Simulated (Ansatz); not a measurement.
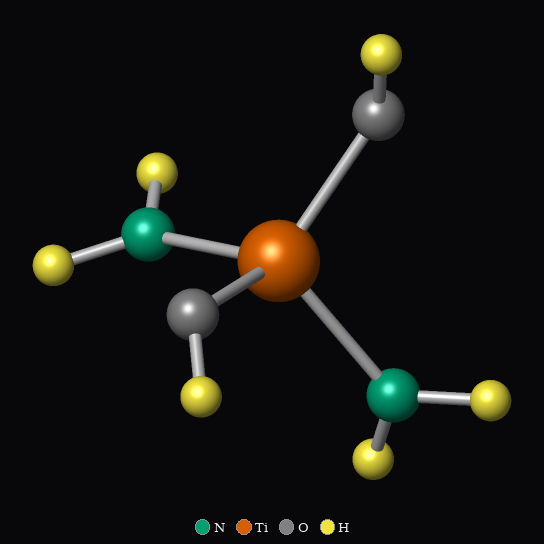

Charge 0, singlet. Harmonic vibrations computed with RKS PBE0-D4/def2-TZVP (Ansatz 0.2.0) at a stationary point of the same level.

Q: Is this a minimum or a saddle point?

A: A minimum: no imaginary frequency, and the lowest mode lies at 146 cm⁻¹.

Q: How many vibrational modes are there, and where do they lie?

A: 27 modes: 146, 164, 183, 189, 198, 254, 272, 313, 368, 389, 413, 435, 491, 527, 538, 681, 723, 758, 781, 1523, 1525, 3566, 3570, 3671, 3675, 3934, 3940 cm⁻¹.
